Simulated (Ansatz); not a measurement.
**Run report: AlSiH$_{6}$ClO, geometry relaxation**

The run: geometry relaxation of AlSiH$_{6}$ClO. Method and program: RKS CAM-B3LYP-D4/def2-SVP (Ansatz 0.2.0).

It belongs to a series of runs on one base structure; here: end point A relaxed. Figures and captions count atoms from 1; the log counts them from 0 in places.

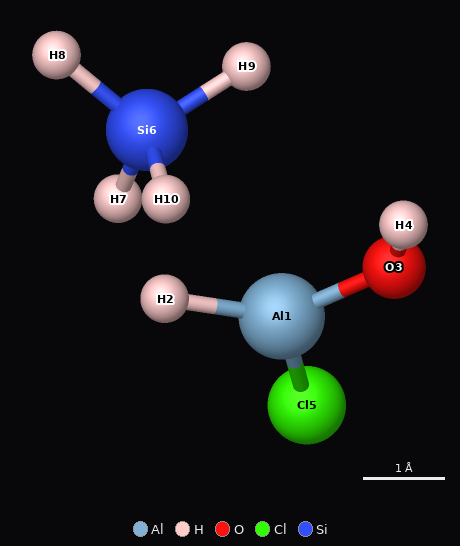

Figure 1. The input geometry (ball-and-stick view, seen at a tilt; atoms are numbered from 1 in the order of the input). Sticks mark near contacts.

## Results in brief

| quantity | value |
| --- | --- |
| outcome | converged |
| total energy | −29134.6701 eV |
| mean-field energy | −29134.4790 eV |
| largest force (length of the vector) at the end | 0.035 eV/Å |
| hardware | 4 threads of Arm Neoverse V2, 24 GiB of memory available, shared host |
| wall time | 20 s (CPU time 72 s) |
| peak memory | 0.26 GiB |

## Input
```yaml
crystal:
  periodic: [false, false, false]
  atoms:
    - { symbol: Al, position_ang: [-0.030126, -0.456554, -0.109013] }
    - { symbol: H, position_ang: [-0.081654, -0.556752, 1.445864] }
    - { symbol: O, position_ang: [1.365565, -0.6723, -1.030708] }
    - { symbol: H, position_ang: [2.268113, -0.876361, -0.772581] }
    - { symbol: Cl, position_ang: [-1.774226, -0.010215, -1.188339] }
    - { symbol: Si, position_ang: [-0.390247, 2.771045, 1.245227] }
    - { symbol: H, position_ang: [-1.835266, 3.026187, 1.026448] }
    - { symbol: H, position_ang: [0.030602, 3.285975, 2.57598] }
    - { symbol: H, position_ang: [0.416352, 3.421361, 0.178437] }
    - { symbol: H, position_ang: [-0.139314, 1.314014, 1.230585] }
basis:
  gaussian: { orbitals: def2-SVP }
hamiltonian:
  xc: cam_b3lyp
  dispersion: d4
relax:
  f_tol: 0.03
  max_steps: 50
```

Command:
```bash
ansatz run input.yaml --threads 4 --pin off --max-ram 5120MiB --backend cpu --events-out ev --progress --plain --runs-dir out
```

## Log
```
The last accepted step is kept in [file] (removed where the run ends without a failure and the disk answers)
Engine: ansatz 0.2.0, aarch64-unknown-linux-gnu
Functional definition: CAM-B3LYP
  parameter alpha = 0.19
  parameter beta = 0.46
  parameter omega = 0.33/bohr
  parameter ac = 0.81
  exchange = (1 - alpha - beta)*b88_x + beta*b88_x_sr(omega) + alpha*exact_x + beta*exact_x_lr(omega)
  correlation = (1 - ac)*vwn5_c + ac*lyp_c
986 factors; integrals over basis functions are off by at most 6.0e-4 eV
376 factors; integrals over basis functions are off by at most 1.4e-6 eV
mean field evaluation 1: about -29129.5220 eV, gradient 5.1e1 eV
mean field evaluation 2: about -29124.1857 eV, gradient 7.5e1 eV
mean field evaluation 4: about -29134.1817 eV, gradient 1.5e0 eV
mean field evaluation 8: about -29134.1859 eV, gradient 5.1e-2 eV
mean field -29134.18586186 eV, -1070.6615825630 hartree, gradient 7.4e-5 eV, S^2 0.000000; 0 other end points of the search recorded, 0 dependent functions left out
the calculation of the forces begins
reference -29134.18600199 eV, -1070.6615877126 hartree; 29, 29 occupied and 69, 69 virtual orbitals, 986 factors
relax step   1: F+E_penalty+E_count = -29134.36504368 eV  Δ(F+E_penalty+E_count) = +0.000e0 eV  max|allowed force component| = 6.981e-1 eV/Å  Δτ_max = 0.0000 Å  (23 SCF iters, accepted)
these checks for a lower state are left out or cut short: starts, cluster_reference, orbital_swaps, neighbouring_geometries, increment
986 factors; integrals over basis functions are off by at most 6.0e-4 eV
376 factors; integrals over basis functions are off by at most 1.4e-6 eV
mean field evaluation 16: about -29134.3229 eV, gradient 4.2e-2 eV
mean field -29134.32224736 eV, -1070.6665946374 hartree, gradient 6.9e-5 eV, S^2 0.000000; 0 other end points of the search recorded, 0 dependent functions left out
[... from here on the field's lines of each further geometry are left out, up to the last ...]
relax step   2: F+E_penalty+E_count = -29134.49910608 eV  Δ(F+E_penalty+E_count) = -1.341e-1 eV  max|allowed force component| = 3.695e-1 eV/Å  Δτ_max = 0.1949 Å  (24 SCF iters, accepted)
relax step   3: F+E_penalty+E_count = -29134.56141509 eV  Δ(F+E_penalty+E_count) = -6.231e-2 eV  max|allowed force component| = 2.614e-1 eV/Å  Δτ_max = 0.1927 Å  (24 SCF iters, accepted)
relax step   4: F+E_penalty+E_count = -29134.59606241 eV  Δ(F+E_penalty+E_count) = -3.465e-2 eV  max|allowed force component| = 2.991e-1 eV/Å  Δτ_max = 0.1997 Å  (24 SCF iters, accepted)
relax step   5: F+E_penalty+E_count = -29134.60918796 eV  Δ(F+E_penalty+E_count) = -1.313e-2 eV  max|allowed force component| = 3.185e-1 eV/Å  Δτ_max = 0.1703 Å  (28 SCF iters, accepted)
relax step   6: F+E_penalty+E_count = -29134.61657876 eV  Δ(F+E_penalty+E_count) = -7.391e-3 eV  max|allowed force component| = 3.646e-1 eV/Å  Δτ_max = 0.0329 Å  (23 SCF iters, accepted)
relax step   7: F+E_penalty+E_count = -29134.62417482 eV  Δ(F+E_penalty+E_count) = -7.596e-3 eV  max|allowed force component| = 2.270e-1 eV/Å  Δτ_max = 0.0551 Å  (23 SCF iters, accepted)
relax step   8: F+E_penalty+E_count = -29134.63518602 eV  Δ(F+E_penalty+E_count) = -1.101e-2 eV  max|allowed force component| = 1.825e-1 eV/Å  Δτ_max = 0.1490 Å  (23 SCF iters, accepted)
relax step   9: F+E_penalty+E_count = -29134.64600840 eV  Δ(F+E_penalty+E_count) = -1.082e-2 eV  max|allowed force component| = 2.966e-1 eV/Å  Δτ_max = 0.1528 Å  (24 SCF iters, accepted)
relax step  10: F+E_penalty+E_count = -29134.65358670 eV  Δ(F+E_penalty+E_count) = -7.578e-3 eV  max|allowed force component| = 3.056e-1 eV/Å  Δτ_max = 0.1950 Å  (26 SCF iters, accepted)
relax step  11: F+E_penalty+E_count = -29134.66403947 eV  Δ(F+E_penalty+E_count) = -1.045e-2 eV  max|allowed force component| = 1.848e-1 eV/Å  Δτ_max = 0.0464 Å  (23 SCF iters, accepted)
relax step  12: F+E_penalty+E_count = -29134.66846347 eV  Δ(F+E_penalty+E_count) = -4.424e-3 eV  max|allowed force component| = 3.040e-2 eV/Å  Δτ_max = 0.0830 Å  (23 SCF iters, accepted)
relax step  13: F+E_penalty+E_count = -29134.66964148 eV  Δ(F+E_penalty+E_count) = -1.178e-3 eV  max|allowed force component| = 4.699e-2 eV/Å  Δτ_max = 0.0645 Å  (23 SCF iters, accepted)
the calculation of the forces begins
reference -29134.47895189 eV, -1070.6723534227 hartree; 29, 29 occupied and 69, 69 virtual orbitals, 986 factors
relax step  14: F+E_penalty+E_count = -29134.66997030 eV  Δ(F+E_penalty+E_count) = -3.288e-4 eV  max|allowed force component| = 2.433e-2 eV/Å  Δτ_max = 0.0230 Å  (23 SCF iters, accepted)
986 factors; integrals over basis functions are off by at most 6.1e-4 eV
376 factors; integrals over basis functions are off by at most 1.4e-6 eV
mean field evaluation 96: about -29134.4788 eV, gradient 2.4e-3 eV
```

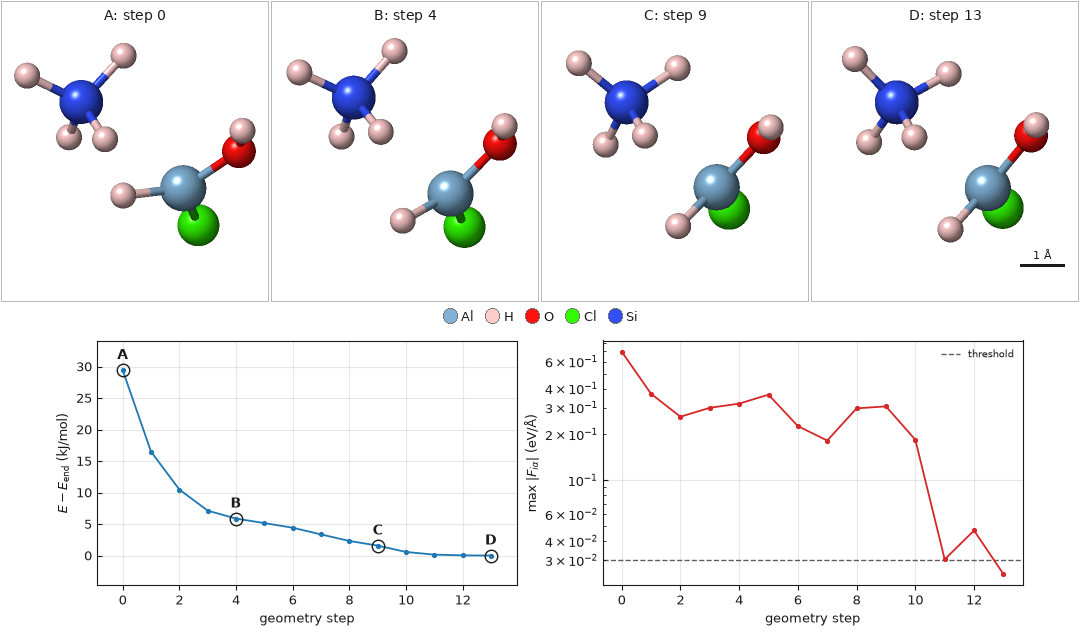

Figure 2. Frames of the relaxation (ball-and-stick view, seen at a tilt) above the curves, on which the letters mark them (the first geometry is step 0 here and step 1 in the log).

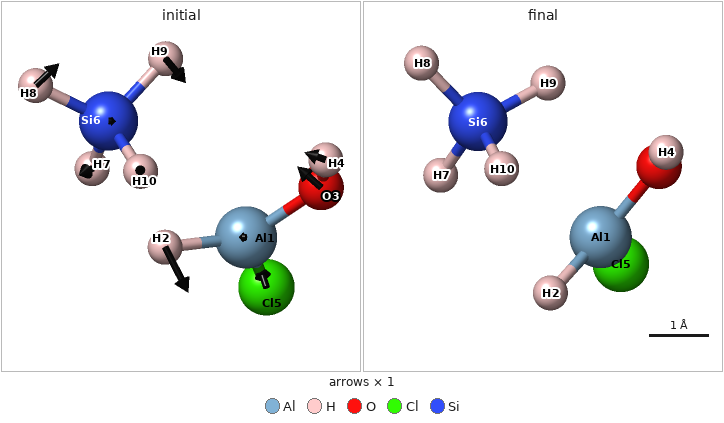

Figure 3. Before (left) and after (right) the relaxation, at one scale (ball-and-stick view, seen at a tilt). The black arrows give the displacements, at true length. Over 13 geometry steps the energy falls by 29.4 kJ/mol. Largest force component: 0.7 eV/Å at the start, 0.024 eV/Å at the end. The largest move after the best rigid fit is that of H2, 0.90 Å. By element the largest moves are H 0.90 Å, O 0.56 Å, Cl 0.46 Å, Al 0.13 Å, Si 0.13 Å. Distances before and after: Si6–H10 1.479 → 1.507 Å, Al1–Cl5 2.099 → 2.111 Å, Al1–H2 1.559 → 1.568 Å, Si6–H9 1.487 → 1.479 Å. Among the angles that change: Al1–O3–H4 131.1° → 127.4°, H7–Si6–H9 110.3° → 112.7°, H8–Si6–H10 107.6° → 105.4°. (Atoms are counted from 1 in the order of the input.)

```
mean field -29134.47881284 eV, -1070.6723483129 hartree, gradient 6.7e-5 eV, S^2 0.000000; 1 other end points of the search recorded, 0 dependent functions left out
the calculation of the forces begins
reference -29134.47895189 eV, -1070.6723534227 hartree; 29, 29 occupied and 69, 69 virtual orbitals, 986 factors
Total energy: -29134.67010935 eV, -1070.6793783299 hartree
Atom 0 at    -0.080124    -0.383427    -0.018365 Å, force     0.010938     0.021617    -0.012104 eV/Å
Atom 1 at    -0.394782    -1.348871     1.176204 Å, force     0.000947     0.003718    -0.002495 eV/Å
Atom 2 at     1.455510    -0.208933    -0.712861 Å, force    -0.024333    -0.014837     0.019758 eV/Å
Atom 3 at     2.268176    -0.641567    -0.444337 Å, force     0.014561     0.003710    -0.007536 eV/Å
Atom 4 at    -1.653447     0.428103    -1.167655 Å, force    -0.002561    -0.004710    -0.000586 eV/Å
Atom 5 at    -0.369024     2.714535     1.136330 Å, force     0.009752    -0.011256     0.005391 eV/Å
Atom 6 at    -1.828630     2.847284     1.348178 Å, force     0.012032     0.000491    -0.002209 eV/Å
Atom 7 at     0.394326     3.429004     2.192453 Å, force    -0.009593    -0.005708    -0.007394 eV/Å
Atom 8 at     0.054548     3.150881    -0.211973 Å, force    -0.005253    -0.000116     0.001346 eV/Å
Atom 9 at    -0.016755     1.259390     1.303925 Å, force    -0.006491     0.007090     0.005830 eV/Å
Dipole moment:     0.335181     0.111044     0.418911 e Å
```

## Trajectory as extended XYZ (Å, eV, eV/Å), 14 frames, from step=1 to step=14
```
10
Properties=species:S:1:pos:R:3:forces:R:3 step=1 energy=-29134.36504
Al   -0.0301   -0.4566   -0.1090   -0.0574   0.0056   0.1176
H    -0.0817   -0.5568    1.4459    0.0089  -0.6981  -0.0227
O     1.3656   -0.6723   -1.0307    0.1203   0.0147  -0.0240
H     2.2681   -0.8764   -0.7726   -0.1285   0.0076  -0.0129
Cl   -1.7742   -0.0102   -1.1883    0.0761   0.0006   0.0237
Si   -0.3902    2.7710    1.2452   -0.0733   0.4987  -0.0005
H    -1.8353    3.0262    1.0264   -0.0041  -0.0151  -0.0035
H     0.0306    3.2860    2.5760    0.0049  -0.0015  -0.0136
H     0.4164    3.4214    0.1784   -0.0145  -0.0146  -0.0139
H    -0.1393    1.3140    1.2306    0.0676   0.2020  -0.0502
10
Properties=species:S:1:pos:R:3:forces:R:3 step=2 energy=-29134.49911
Al   -0.0301   -0.4926   -0.0964   -0.0296   0.0196   0.1747
H    -0.0864   -0.7515    1.4465   -0.0164  -0.3695  -0.0896
O     1.3668   -0.6543   -1.0294    0.0625   0.0415  -0.0198
H     2.2647   -0.8821   -0.7802   -0.0536  -0.0031   0.0081
Cl   -1.7615   -0.0158   -1.1814    0.0261   0.0222   0.0287
Si   -0.3968    2.8372    1.2447   -0.0092   0.1318  -0.0216
H    -1.8471    3.0520    1.0258    0.0040   0.0525   0.0018
H     0.0306    3.3140    2.5857   -0.0149   0.0804  -0.0285
H     0.4182    3.4573    0.1703   -0.0338   0.0922  -0.0027
H    -0.1285    1.3822    1.2161    0.0650  -0.0675  -0.0512
10
Properties=species:S:1:pos:R:3:forces:R:3 step=3 energy=-29134.56142
Al   -0.0473   -0.5386   -0.0794    0.0946   0.0396   0.2334
H    -0.1143   -0.9422    1.4467   -0.0223  -0.1541  -0.2614
O     1.3653   -0.5926   -1.0103   -0.0669   0.0207   0.0575
H     2.2585   -0.8432   -0.7679   -0.0191  -0.0055   0.0204
Cl   -1.7673   -0.0272   -1.1665   -0.0015   0.0159   0.0432
Si   -0.3869    2.8724    1.2329    0.0187  -0.0404  -0.0294
H    -1.8395    3.0703    1.0167    0.0030   0.0560   0.0025
H     0.0385    3.3374    2.5778   -0.0164   0.0893  -0.0256
H     0.4253    3.4948    0.1598   -0.0327   0.1111  -0.0061
H    -0.1026    1.4153    1.1921    0.0427  -0.1325  -0.0345
10
Properties=species:S:1:pos:R:3:forces:R:3 step=4 energy=-29134.59606
Al   -0.0495   -0.5089   -0.0475   -0.0841  -0.2991   0.2734
H    -0.1588   -1.1333    1.4094    0.0252   0.1228  -0.2740
O     1.3620   -0.5511   -0.9757    0.0319   0.1135   0.0298
H     2.2458   -0.8298   -0.7302   -0.0013  -0.0060   0.0109
Cl   -1.7775   -0.0013   -1.1277    0.0127   0.1009   0.0390
Si   -0.3708    2.8749    1.2121    0.0036   0.0219  -0.0926
H    -1.8318    3.0457    1.0126    0.0524  -0.0587   0.0078
H     0.0399    3.3685    2.5529    0.0082  -0.0302  -0.0265
H     0.3972    3.5690    0.1434   -0.0439  -0.0520   0.0418
H    -0.0267    1.4125    1.1526   -0.0046   0.0869  -0.0097
10
Properties=species:S:1:pos:R:3:forces:R:3 step=5 energy=-29134.60919
Al   -0.1075   -0.5491   -0.0305    0.2821  -0.0262   0.1569
H    -0.2192   -1.2348    1.4002    0.0113   0.0978  -0.3185
O     1.3456   -0.4008   -0.9035   -0.2876  -0.0441   0.1430
H     2.2297   -0.6773   -0.6561   -0.0053  -0.0098   0.0206
Cl   -1.8311   -0.0104   -1.1038    0.0257   0.0276   0.0304
Si   -0.3297    2.8444    1.1751    0.0115  -0.0193  -0.0741
H    -1.7930    2.9978    0.9860    0.0336  -0.0463   0.0088
H     0.0820    3.3367    2.5159    0.0058  -0.0309  -0.0179
H     0.4243    3.5558    0.1085   -0.0396  -0.0705   0.0338
H     0.0286    1.3840    1.1100   -0.0375   0.1217   0.0170
10
Properties=species:S:1:pos:R:3:forces:R:3 step=6 energy=-29134.61658
Al   -0.0967   -0.5295   -0.0239   -0.2094  -0.0730   0.3646
H    -0.2131   -1.2331    1.3912    0.0066   0.0762  -0.2335
O     1.3379   -0.3941   -0.8918    0.2422  -0.0127  -0.1065
H     2.2189   -0.6869   -0.6513   -0.0096   0.0102  -0.0130
Cl   -1.8194    0.0185   -1.0932   -0.0089   0.0410   0.0142
Si   -0.3327    2.8388    1.1690   -0.0028  -0.0152  -0.0437
H    -1.7970    2.9788    0.9847    0.0235  -0.0260   0.0076
H     0.0837    3.3275    2.5091    0.0032  -0.0053  -0.0174
H     0.4180    3.5432    0.0980   -0.0313  -0.0430   0.0162
H     0.0301    1.3832    1.1102   -0.0135   0.0479   0.0113
10
Properties=species:S:1:pos:R:3:forces:R:3 step=7 energy=-29134.62418
Al   -0.0912   -0.4992   -0.0086   -0.1145  -0.0837   0.2270
H    -0.2186   -1.2381    1.3806    0.0101   0.0632  -0.1438
O     1.3461   -0.3823   -0.8828    0.1642  -0.0080  -0.0504
H     2.2200   -0.7020   -0.6491   -0.0302   0.0170  -0.0117
Cl   -1.8119    0.0686   -1.0717   -0.0157   0.0531  -0.0051
Si   -0.3376    2.8285    1.1599   -0.0224   0.0096  -0.0094
H    -1.8034    2.9492    0.9836    0.0124  -0.0094   0.0084
H     0.0858    3.3202    2.4960    0.0017   0.0191  -0.0148
H     0.4050    3.5224    0.0797   -0.0192  -0.0159  -0.0070
H     0.0355    1.3792    1.1144    0.0135  -0.0449   0.0068
10
Properties=species:S:1:pos:R:3:forces:R:3 step=8 energy=-29134.63519
Al   -0.0860   -0.4279    0.0202    0.0225  -0.0818   0.0173
H    -0.2403   -1.2431    1.3527   -0.0051   0.0174  -0.0147
O     1.3628   -0.3343   -0.8509    0.1675  -0.0583   0.0447
H     2.2187   -0.7136   -0.6274   -0.1825   0.0813  -0.0420
Cl   -1.7935    0.2112   -1.0325    0.0008   0.0366  -0.0352
Si   -0.3440    2.7823    1.1384   -0.0582   0.1014   0.0218
H    -1.8144    2.8614    0.9922    0.0114  -0.0034   0.0254
H     0.1027    3.3238    2.4478    0.0043   0.0202  -0.0229
H     0.3628    3.4434    0.0176   -0.0031  -0.0075  -0.0287
H     0.0611    1.3432    1.1438    0.0423  -0.1060   0.0343
10
Properties=species:S:1:pos:R:3:forces:R:3 step=9 energy=-29134.64601
Al   -0.0866   -0.3822    0.0221    0.0751  -0.0812  -0.0521
H    -0.2794   -1.2613    1.3072   -0.0241   0.0148  -0.0035
O     1.3846   -0.2874   -0.8176    0.2082  -0.1196   0.1013
H     2.2226   -0.7093   -0.5907   -0.2966   0.1488  -0.0724
Cl   -1.7623    0.3271   -1.0486    0.0575   0.0105  -0.0038
Si   -0.3506    2.7468    1.1332    0.0040   0.1231   0.0051
H    -1.8290    2.7926    1.0566    0.0527   0.0170   0.0394
H     0.1558    3.3763    2.3862   -0.0275  -0.0186  -0.1059
H     0.2988    3.3337   -0.0674   -0.0571  -0.0403   0.0659
H     0.0760    1.3102    1.2209    0.0077  -0.0545   0.0261
10
Properties=species:S:1:pos:R:3:forces:R:3 step=10 energy=-29134.65359
Al   -0.0727   -0.3662    0.0098    0.0155  -0.0140  -0.0597
H    -0.3263   -1.3026    1.2463   -0.0172   0.0322  -0.0491
O     1.4270   -0.2491   -0.7766    0.2058  -0.1616   0.1294
H     2.2447   -0.7073   -0.5439   -0.2947   0.1733  -0.0818
Cl   -1.6939    0.4419   -1.0876    0.0848  -0.0570   0.0324
Si   -0.3706    2.7198    1.1345    0.1260   0.1880  -0.0326
H    -1.8554    2.7926    1.1909    0.1768   0.0125   0.0123
H     0.2577    3.4398    2.2966   -0.1318  -0.1622  -0.2725
H     0.1899    3.2067   -0.1676   -0.1506  -0.1088   0.3056
H     0.0294    1.2709    1.2996   -0.0145   0.0977   0.0160
10
Properties=species:S:1:pos:R:3:forces:R:3 step=11 energy=-29134.66404
Al   -0.0786   -0.3764    0.0000   -0.0020  -0.0063  -0.0227
H    -0.3406   -1.3084    1.2359   -0.0198   0.0180  -0.0300
O     1.4309   -0.2379   -0.7580    0.1626  -0.1194   0.0641
H     2.2447   -0.6976   -0.5244   -0.1848   0.1221  -0.0540
Cl   -1.6906    0.4090   -1.1202    0.0576  -0.0170   0.0381
Si   -0.3669    2.7241    1.1380    0.0647   0.0905  -0.0291
H    -1.8440    2.8111    1.2243    0.0585  -0.0028   0.0141
H     0.2858    3.4304    2.2789   -0.0516  -0.0539  -0.0995
H     0.1605    3.2141   -0.1633   -0.0621  -0.0512   0.1145
H     0.0287    1.2778    1.2909   -0.0230   0.0198   0.0046
10
Properties=species:S:1:pos:R:3:forces:R:3 step=12 energy=-29134.66846
Al   -0.0699   -0.3703   -0.0084   -0.0028  -0.0026   0.0189
H    -0.3681   -1.3155    1.2074    0.0021  -0.0008  -0.0167
O     1.4523   -0.2288   -0.7390    0.0108  -0.0287   0.0257
H     2.2590   -0.6869   -0.4926   -0.0203   0.0304  -0.0145
Cl   -1.6602    0.4446   -1.1315   -0.0059  -0.0087  -0.0285
Si   -0.3718    2.7165    1.1356   -0.0267   0.0042  -0.0080
H    -1.8400    2.8221    1.2895    0.0063   0.0133   0.0049
H     0.3352    3.4291    2.2300    0.0117   0.0127  -0.0050
H     0.0978    3.1685   -0.1928   -0.0018   0.0048   0.0114
H    -0.0045    1.2673    1.3037    0.0265  -0.0246   0.0118
10
Properties=species:S:1:pos:R:3:forces:R:3 step=13 energy=-29134.66964
Al   -0.0821   -0.3732   -0.0174    0.0227  -0.0066  -0.0095
H    -0.4001   -1.3413    1.1748    0.0033   0.0094  -0.0066
O     1.4539   -0.2051   -0.7135   -0.0470  -0.0069   0.0184
H     2.2633   -0.6446   -0.4471    0.0281  -0.0018  -0.0035
Cl   -1.6549    0.4392   -1.1670    0.0041   0.0016   0.0076
Si   -0.3655    2.7068    1.1365   -0.0246   0.0464   0.0012
H    -1.8281    2.8266    1.3420    0.0322  -0.0030  -0.0061
H     0.3833    3.4422    2.1890   -0.0036  -0.0219  -0.0080
H     0.0591    3.1383   -0.2138   -0.0074  -0.0082   0.0133
H     0.0010    1.2574    1.3185   -0.0077  -0.0089  -0.0067
10
Properties=species:S:1:pos:R:3:forces:R:3 step=14 energy=-29134.66997
Al   -0.0801   -0.3834   -0.0184    0.0109   0.0216  -0.0121
H    -0.3948   -1.3489    1.1762    0.0009   0.0037  -0.0025
O     1.4555   -0.2089   -0.7129   -0.0243  -0.0148   0.0198
H     2.2682   -0.6416   -0.4443    0.0146   0.0037  -0.0075
Cl   -1.6534    0.4281   -1.1677   -0.0026  -0.0047  -0.0006
Si   -0.3690    2.7145    1.1363    0.0098  -0.0113   0.0054
H    -1.8286    2.8473    1.3482    0.0120   0.0005  -0.0022
H     0.3943    3.4290    2.1925   -0.0096  -0.0057  -0.0074
H     0.0545    3.1509   -0.2120   -0.0053  -0.0001   0.0013
H    -0.0168    1.2594    1.3039   -0.0065   0.0071   0.0058
```
